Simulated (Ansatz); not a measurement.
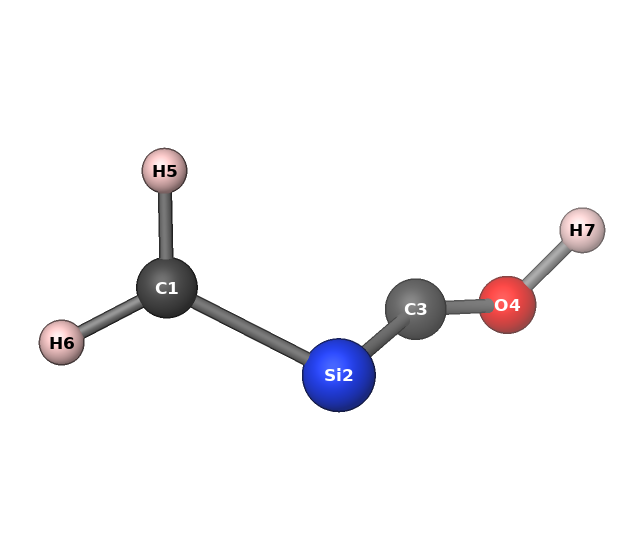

The picture comes from a calculation with Ansatz.

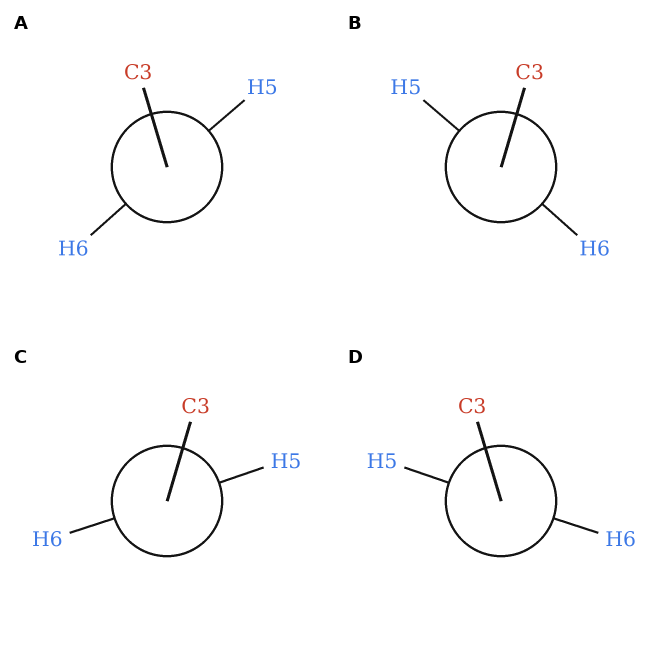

Depth is shown by fading: the farther an atom, the more it takes the colour of the background. Bonds that would overlap in a projection are set slightly apart. Charge 0, doublet. Geometry: moved along internal coordinates away from the minimum.

Q: Which Newman projection shows the view along Si2–C1, with Si2 in front?

A: B. The torsion angle C3–Si2–C1–H5 is −66°, synclinal (gauche).
